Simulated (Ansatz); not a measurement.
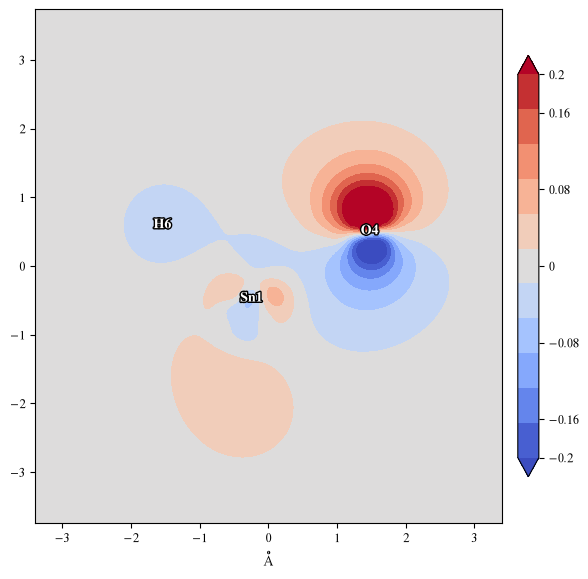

Figure 1: H$_{4}$OSn. The HOMO on the plane of atoms O4, Sn1 and H6 (values in Å⁻³ᐟ²; the overall sign is arbitrary).

Core potentials replace the inner electrons of Sn; not at a stationary point (largest force 1.8 eV/Å).

Level of theory: RKS CAM-B3LYP/def2-SVP in Ansatz.

```xyz
6

Sn    0.1132   -0.1063    0.0445
H     0.6206    0.1027    1.6668
H     1.8092    0.0933    0.1437
O    -0.7674    1.4873   -0.7295
H    -1.7211    1.5037   -0.5672
H    -0.6198   -1.5325   -0.5022
```

**Where does this orbital lie, and at what energy?**

It lies mainly on Sn1 (about 40 %), H2 (about 25 %), H3 (about 20 %) and O4 (about 15 %). Its energy is −8.71 eV.
